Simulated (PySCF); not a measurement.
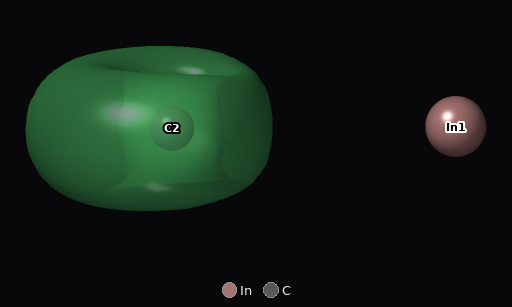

The picture shows: InC (charge +1, triplet). Isosurface of the electron localisation function at 0.85 (green), seen from one side. Core shells and regions of very low density are left out.

Core potentials replace the inner electrons of In.

Method: PBE0/aug-cc-pVDZ(-PP), non-relativistic Hamiltonian with scalar-relativistic core potentials where named, at a bond length of 2.884 Å (PySCF).

Identify the bonds, lone pairs and shells in this picture.

The ELF exceeds this value in one region wrapped around C (its valence shell). Along the contacts the grid gives the following. C–In (2.88 Å): the ELF is about 0.20 at the midpoint.
